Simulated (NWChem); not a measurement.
# One shape, several levels: C5H8 (SMILES C1=CCCC1)

Aim: a comparison of 6 runs (HF/def2-SVP, PBE0/def2-SVP, B3LYP/def2-SVP, PBE/def2-SVP, SVWN5/def2-SVP, MP2/def2-SVP) of C5H8. 

Program for the calculation: NWChem 7.3.0.

## Step 1: Starting point

The species is C5H8 (13 atoms), meant as a singlet with charge 0. As SMILES, `C1=CCCC1`. Geometry: relaxed at PBE0-D4/def2-TZVP. This is one conformer, not always the lowest.

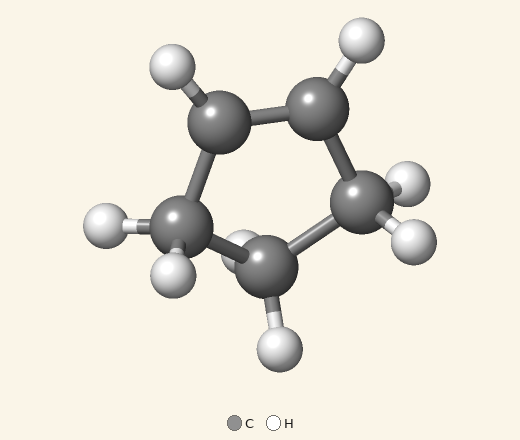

Viewed from a chosen angle; carbon grey, hydrogen white.

## Step 2: Energy and forces at HF/def2-SVP (run 1)

The input, nw.nw:

```
start nw
title "C5H8 gradient"
memory 2200 mb
geometry units angstroms noautosym nocenter noautoz
   C    -0.781630    1.076990    0.235430
   C    -0.724630    0.102690    1.136050
   C     0.255710   -0.964820    0.745600
   C     0.545640   -0.643130   -0.730230
   C     0.150340    0.831670   -0.915370
   H    -1.387920    1.971110    0.325230
   H    -1.277800    0.085360    2.068150
   H    -0.135030   -1.976810    0.884760
   H     1.159140   -0.895520    1.365520
   H     1.579850   -0.844600   -1.013730
   H    -0.091390   -1.265910   -1.363410
   H    -0.310970    1.022730   -1.888430
   H     1.018670    1.500240   -0.849580
end
basis spherical bse
   C library def2-SVP
   H library def2-SVP
end
scf
   thresh 1e-08
   maxiter 80
end
task scf gradient
```

Run with:

```bash
$ nwchem nw.nw > nw.out
```

The program printed:

```text
[...]
  functions       =   110
[...]
  wavefunction    = RHF
[...]
         Total SCF energy =   -193.837448354439
      One-electron energy =   -601.197796107802
      Two-electron energy =    235.285027531713
 Nuclear repulsion energy =    172.075320221650
        Time for solution =     15.0s
[...]
                         RHF ENERGY GRADIENTS
    atom               coordinates                        gradient
                 x          y          z           x          y          z
   1 C      -1.477067   2.035216   0.444898    0.003459   0.002772  -0.008445
   2 C      -1.369352   0.194056   2.146823    0.004103  -0.008407   0.001864
   3 C       0.483222  -1.823245   1.408980   -0.003727   0.004769  -0.002255
   4 C       1.031110  -1.215339  -1.379935   -0.001178   0.002601   0.002878
   5 C       0.284101   1.571628  -1.729798   -0.003326  -0.002876   0.004758
   6 H      -2.622788   3.724858   0.614596   -0.000146   0.000774  -0.000127
   7 H      -2.414692   0.161307   3.908237   -0.000108  -0.000207   0.000760
   8 H      -0.255170  -3.735629   1.671954   -0.000322  -0.000639   0.000175
   9 H       2.190457  -1.692287   2.580459    0.000969   0.000299   0.000731
  10 H       2.985484  -1.596063  -1.915672    0.000517   0.000222   0.000211
  11 H      -0.172702  -2.392223  -2.576471   -0.000820  -0.000281  -0.000253
[...]
```

It took 19 s on 1 thread of Intel Xeon 6975P-C (Granite Rapids), shared host; peak memory 0.097 GiB.

## Step 3: Energy and gradient at PBE0/def2-SVP (run 2)

The input, c5h8.nw:

```
start c5h8
memory 2200 mb

geometry units angstroms noautosym nocenter noautoz
C    -0.781630    1.076990    0.235430
C    -0.724630    0.102690    1.136050
C     0.255710   -0.964820    0.745600
C     0.545640   -0.643130   -0.730230
C     0.150340    0.831670   -0.915370
H    -1.387920    1.971110    0.325230
H    -1.277800    0.085360    2.068150
H    -0.135030   -1.976810    0.884760
H     1.159140   -0.895520    1.365520
H     1.579850   -0.844600   -1.013730
H    -0.091390   -1.265910   -1.363410
H    -0.310970    1.022730   -1.888430
H     1.018670    1.500240   -0.849580
end

basis spherical bse
* library def2-SVP
end

dft
xc pbe0
grid fine
convergence energy 1e-08
iterations 100
mulliken
print low
end

task dft gradient
```

Run with:

```bash
$ nwchem c5h8.nw > c5h8.out
```

The program printed:

```text
[...]
 d= 0,ls=0.0,diis     1   -194.9127438215 -3.67D+02  5.02D-03  2.73D-01     2.6
[...]
 d= 0,ls=0.0,diis     8   -194.9479283847 -4.13D-10  1.52D-07  1.72D-10    20.3
         Total DFT energy =     -194.947928384678
      One electron energy =     -601.828106154491
           Coulomb energy =      264.673818384965
    Exchange-Corr. energy =      -29.868960836801
 Nuclear repulsion energy =      172.075320221650
[...]
      Total Density - Mulliken Population Analysis
     ---------------------------------------------
    Atom       Charge   Shell Charges
 -----------   ------   -------------------------------------------------------
    1 C    6     6.09   1.99  0.91  0.31  2.07  0.79  0.04
    2 C    6     6.09   1.99  0.91  0.31  2.07  0.79  0.04
    3 C    6     6.01   1.99  0.91  0.11  2.12  0.85  0.04
    4 C    6     6.08   1.99  0.91  0.17  2.11  0.87  0.04
    5 C    6     6.01   1.99  0.91  0.11  2.12  0.85  0.04
    6 H    1     0.98   0.75  0.20  0.02
    7 H    1     0.98   0.75  0.20  0.02
    8 H    1     0.96   0.75  0.19  0.02
    9 H    1     0.95   0.74  0.19  0.02
   10 H    1     0.97   0.75  0.19  0.02
[...]
                         DFT ENERGY GRADIENTS
    atom               coordinates                        gradient
                 x          y          z           x          y          z
   1 C      -1.477067   2.035216   0.444898   -0.001724  -0.002994   0.005947
   2 C      -1.369352   0.194056   2.146823   -0.002262   0.006029  -0.002416
   3 C       0.483222  -1.823245   1.408980    0.001580  -0.003132   0.003547
   4 C       1.031110  -1.215339  -1.379935    0.001325  -0.003435  -0.003808
   5 C       0.284101   1.571628  -1.729798    0.001129   0.003839  -0.002948
   6 H      -2.622788   3.724858   0.614596    0.003767  -0.005479  -0.000601
   7 H      -2.414692   0.161307   3.908237    0.003429   0.000049  -0.005727
   8 H      -0.255170  -3.735629   1.671954    0.001737   0.005559  -0.001133
   9 H       2.190457  -1.692287   2.580459   -0.004497  -0.000115  -0.003422
  10 H       2.985484  -1.596063  -1.915672   -0.005464   0.001459   0.001927
  11 H      -0.172702  -2.392223  -2.576471    0.003112   0.003340   0.003413
[...]
```

Wall time 27 s (1 thread of Intel Xeon 6975P-C (Granite Rapids), shared host); peak memory 0.12 GiB.

Runs 3 to 5 aren't shown in full; the table further down has their settings and results.

## Step 4: Energy and forces at MP2/def2-SVP (run 6)

The input, c5h8.xyz:

```xyz
13

C     -0.781630     1.076990     0.235430
C     -0.724630     0.102690     1.136050
C      0.255710    -0.964820     0.745600
C      0.545640    -0.643130    -0.730230
C      0.150340     0.831670    -0.915370
H     -1.387920     1.971110     0.325230
H     -1.277800     0.085360     2.068150
H     -0.135030    -1.976810     0.884760
H      1.159140    -0.895520     1.365520
H      1.579850    -0.844600    -1.013730
H     -0.091390    -1.265910    -1.363410
H     -0.310970     1.022730    -1.888430
H      1.018670     1.500240    -0.849580
```

The input, c5h8.nw:

```
start c5h8
memory 2200 mb
geometry noautosym nocenter noautoz
load format xyz c5h8.xyz
end
basis spherical bse
C library def2-SVP
H library def2-SVP
end
scf
nopen 0
rhf
thresh 1e-08
maxiter 80
print medium
end
mp2
freeze core 5
tight
end
task mp2 gradient
```

Run with:

```bash
$ nwchem c5h8.nw > c5h8.out
```

The program printed:

```text
[...]
  functions       =   110
[...]
  wavefunction    = RHF
[...]
         Total SCF energy =   -193.837448354475
      One-electron energy =   -601.197796107850
      Two-electron energy =    235.285027531725
 Nuclear repulsion energy =    172.075320221650
        Time for solution =     13.3s
[...]
          Total MP2 energy          -194.521656266116
[...]
                         mp2 ENERGY GRADIENTS
    atom               coordinates                        gradient
                 x          y          z           x          y          z
   1 C      -1.477067   2.035216   0.444898    0.001003  -0.011334   0.011808
   2 C      -1.369352   0.194056   2.146823   -0.000411   0.012672  -0.010404
   3 C       0.483222  -1.823245   1.408980   -0.001528  -0.000421   0.001017
   4 C       1.031110  -1.215339  -1.379935    0.001400  -0.001269  -0.001470
   5 C       0.284101   1.571628  -1.729798   -0.001649   0.000918  -0.000270
   6 H      -2.622788   3.724858   0.614596    0.003621  -0.005201  -0.000718
   7 H      -2.414692   0.161307   3.908237    0.003306  -0.000098  -0.005451
   8 H      -0.255170  -3.735629   1.671954    0.001995   0.004890  -0.000560
   9 H       2.190457  -1.692287   2.580459   -0.004123  -0.000708  -0.002381
  10 H       2.985484  -1.596063  -1.915672   -0.005355   0.001096   0.001527
  11 H      -0.172702  -2.392223  -2.576471    0.003416   0.002832   0.002845
[...]
```

Run time: 36 s. Hardware: 1 thread of Intel Xeon 6975P-C (Granite Rapids), shared host; peak memory 0.48 GiB.

## Step 5: All runs side by side

```
run           level  iteration cap  module  energy (Eh)  dipole moment (D)  largest force (eV/Å)  wall time
  1     HF/def2-SVP             80     scf  -193.837448               0.15                 0.490       19 s
  2   PBE0/def2-SVP            100     dft  -194.947928                  –                 0.354       27 s
  3  B3LYP/def2-SVP            100     dft  -195.185975               0.17                 0.376       29 s
  4    PBE/def2-SVP            100     dft  -194.910255               0.20                 0.748       24 s
  5  SVWN5/def2-SVP            100     dft  -193.347687               0.23                 0.907       15 s
  6    MP2/def2-SVP             80     mp2  -194.521656               0.15                 0.843       36 s
```

## Step 6: Results

| quantity | value |
| --- | --- |
| run 6: total energy | -194.52166 Eh |
| run 6: dipole moment (of the density that the program reports) | 0.15 D |
| run 6: HOMO energy (Hartree–Fock orbitals) | -9.30 eV |
| run 6: LUMO energy (Hartree–Fock orbitals) | 4.90 eV |
| run 6: HOMO–LUMO gap (Hartree–Fock orbitals) | 14.20 eV |
| run 6: correlation energy (5 core orbitals frozen) | -684.2 mEh |
| run 6: largest force on an atom | 0.843 eV/Å |

**Reading.** Over runs 1, 3, 4, 5, 6 the dipole moment (its size) runs from 0.15 D (MP2/def2-SVP) to 0.23 D (SVWN5/def2-SVP). Totals of different functionals can't be ranked against each other. All runs together took 2.5 min, the longest 36 s.
